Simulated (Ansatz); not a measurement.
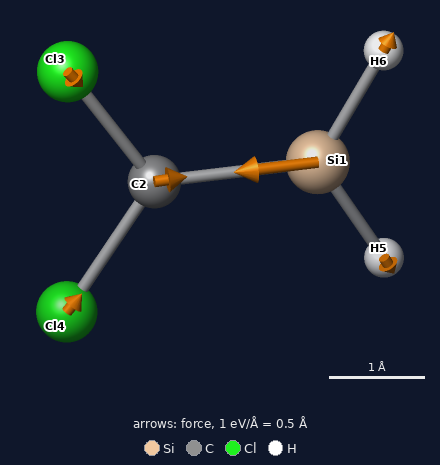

Starting geometry of CH2Cl2Si with the computed forces as orange arrows. Style: ball-and-stick. Shown at a tilt.

Theory: RKS PBE0-D4/def2-TZVP (Ansatz). (force threshold 0.005 eV/Å; at most 200 steps)

Is this structure relaxed? If not, where do the atoms go?

Answer. It isn't relaxed: the largest force vector, on Si1, is 1.83 eV/Å. The final displacements follow the starting forces only in part (cosine between the two patterns 0.71). The largest move after the best rigid fit is that of Si1, 0.035 Å. By element the largest moves are Si 0.035 Å, Cl 0.034 Å, H 0.027 Å, C 0.010 Å. Some distances before and after: Si1–C2 1.767 → 1.722 Å, Si1–H5 1.448 → 1.472 Å, C2–Cl3 1.738 → 1.719 Å. Over 4 geometry steps the energy falls by 1.25 kcal/mol. The largest force component goes from 1.6 to 0.00044 eV/Å. Cost: 16 s on 2 threads of Arm Neoverse V2, on a shared host.
